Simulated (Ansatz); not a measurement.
# BH (SMILES [BH]): wB97X/def2-TZVP

What is the energy change on altering one bond length of BH at wB97X/def2-TZVP? 

The results are computed with Ansatz 0.2.0.

60 further runs of the same task are left out: 60 set aside as unsound or not needed.

## (1) The molecule

BH has 2 atoms, charge 0, and is taken as a singlet. SMILES: `[BH]`. The bond length is the measured one.

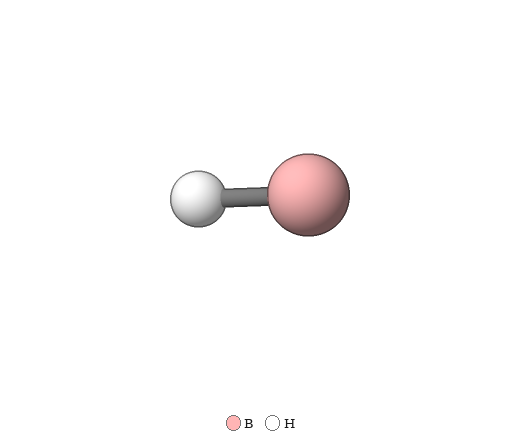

Viewed from a chosen angle; boron pink, hydrogen white.

## (2) A single-point energy at wB97X/def2-TZVP

The input, molecule.yaml:

```yaml
crystal:
  periodic: [false, false, false]
  atoms:
    - {symbol: B, position_ang: [0.000000, 0.000000, 0.000000]}
    - {symbol: H, position_ang: [0.000000, 0.000000, 1.232400]}
basis:
  gaussian:
    orbitals: def2-TZVP
hamiltonian:
  xc: {name: wB97X}
accuracy: high
```

The run is started by

```
$ ansatz run molecule.yaml --threads 1 --pin off --max-ram 2610MiB --events-out events.jsonl --progress --plain --runs-dir runs
```

Standard output:

```text
Warning: RAYON_NUM_THREADS=1 ignored (pool sized by the plan → 1); use --threads N
Functional definition: wB97X
  name "wB97X"
  parameter omega = 0.3/bohr
  parameter cx = 0.157706
  parameter cx1 = 0.726479
  parameter cx2 = 1.04760
  parameter cx3 = -5.70635
  parameter cx4 = 13.2794
  parameter css1 = -4.33879
  parameter css2 = 18.2308
  parameter css3 = -31.7430
  parameter css4 = 17.2901
  parameter cos1 = 2.37031
  parameter cos2 = -11.3995
  parameter cos3 = 6.58405
  parameter cos4 = -3.78132
  exchange = spin_sum(e_x_unif_sr(omega)*poly(b97_u_x, 1 - cx, cx1, cx2, cx3, cx4)) + cx*exact_x_sr(omega)
      + exact_x_lr(omega)
  correlation = spin_sum(e_c_pw_same_spin*poly(b97_u_same, 1, css1, css2, css3, css4))
      + integral(e_c_pw_opposite_spin*poly(b97_u_opposite, 1, cos1, cos2, cos3, cos4))
481 factors; integrals over basis functions are off by at most 3.5e-9 eV
167 factors; integrals over basis functions are off by at most 1.9e-9 eV
mean field evaluation 1: about -687.8427 eV, gradient 6.3e0 eV
mean field evaluation 2: about -688.0246 eV, gradient 1.4e0 eV
mean field evaluation 4: about -688.0402 eV, gradient 4.4e-1 eV
mean field evaluation 8: about -688.0424 eV, gradient 2.3e-3 eV
mean field evaluation 16: about -688.0424 eV, gradient 1.3e-7 eV
mean field -688.04241881 eV, -25.2850925194 hartree, gradient 1.1e-8 eV, S^2 0.000000; 0 other end points of the search recorded, 0 dependent functions left out
reference -688.04241664 eV, -25.2850924396 hartree; 3, 3 occupied and 34, 34 virtual orbitals, 481 factors
Total energy: -688.04241664 eV, -25.2850924396 hartree
```

Run time: 2.2 s. Hardware: 1 thread of Arm Neoverse V1, shared host; peak memory 0.13 GiB.

## (3) The distorted shape

The input, run.yaml:

```yaml
crystal:
  periodic: [false, false, false]
  atoms:
    - {symbol: B, position_ang: [0.000000, 0.000000, -0.308100]}
    - {symbol: H, position_ang: [0.000000, 0.000000, 1.232400]}
basis:
  gaussian:
    orbitals: def2-TZVP
hamiltonian:
  xc: {name: wB97X}
accuracy: high
```

The run is started by

```
$ ansatz run run.yaml --threads 1 --pin off --max-ram 2610MiB --events-out events.jsonl --progress --plain --runs-dir runs
```

Standard output, shortened:

```text
Warning: RAYON_NUM_THREADS=1 ignored (pool sized by the plan → 1); use --threads N
Functional definition: wB97X
  name "wB97X"
[...]
      + exact_x_lr(omega)
[...]
      + integral(e_c_pw_opposite_spin*poly(b97_u_opposite, 1, cos1, cos2, cos3, cos4))
488 factors; integrals over basis functions are off by at most 3.6e-9 eV
170 factors; integrals over basis functions are off by at most 1.8e-9 eV
[...]
mean field -687.48140129 eV, -25.2644755058 hartree, gradient 1.3e-8 eV, S^2 0.000000; 0 other end points of the search recorded, 0 dependent functions left out
reference -687.48139906 eV, -25.2644754239 hartree; 3, 3 occupied and 34, 34 virtual orbitals, 488 factors
Total energy: -687.48139906 eV, -25.2644754239 hartree
```

Wall time 2.1 s (1 thread of Arm Neoverse V1, shared host); peak memory 0.13 GiB.

## (4) Summary of results

Level: wB97X/def2-TZVP.

| quantity | value |
| --- | --- |
| first shape: total energy | -25.28509 Eh |
| distorted shape: total energy | -25.26448 Eh |
| energy change with the B1–H2 bond stretched from 1.232 to 1.540 Å | 0.561 eV |

What this shows: With the B1–H2 bond stretched from 1.232 to 1.540 Å the energy rises by 0.56 eV (54.1 kJ/mol). The first shape isn't relaxed at this level, so the change isn't measured from a minimum.
